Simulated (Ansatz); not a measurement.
The figure comes from a scan of Na$_{2}$Te (anti-fluorite): the cell is scaled evenly about its relaxed volume V₀. All values below come from r2SCAN (plane waves to 500 eV, PAW, scalar-relativistic; Ansatz, a program for electronic structure). k mesh 8×8×8 (Γ-centred), Fermi-Dirac smearing 0.05 eV. Energies are smeared free energies. Na2Te was relaxed with its symmetry unable to fall. Spin-orbit coupling is left out, though Te is heavy. The zero of ΔE is the relaxed starting cell.

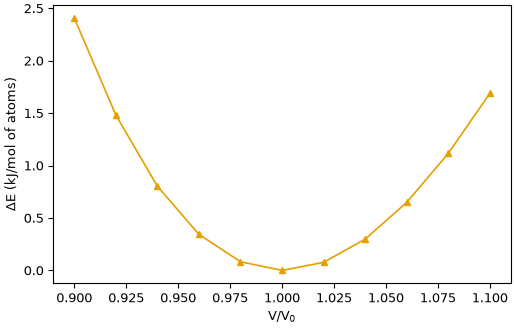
ΔE (kJ/mol of atoms) against V/V₀; markers are the computed points, lines only join them.

Turn the plot into a table (rounded to what can be read).

To the nearest 0.05:

| V/V₀ | ΔE (kJ/mol of atoms) |
|---|---|
| 0.900 | 2.40 |
| 0.920 | 1.50 |
| 0.940 | 0.80 |
| 0.960 | 0.35 |
| 0.980 | 0.10 |
| 1.000 | 0.00 |
| 1.020 | 0.10 |
| 1.040 | 0.30 |
| 1.060 | 0.65 |
| 1.080 | 1.10 |
| 1.100 | 1.70 |

(A scan under strain: stresses follow from slopes of the energy per volume, elastic moduli from its curvatures.)
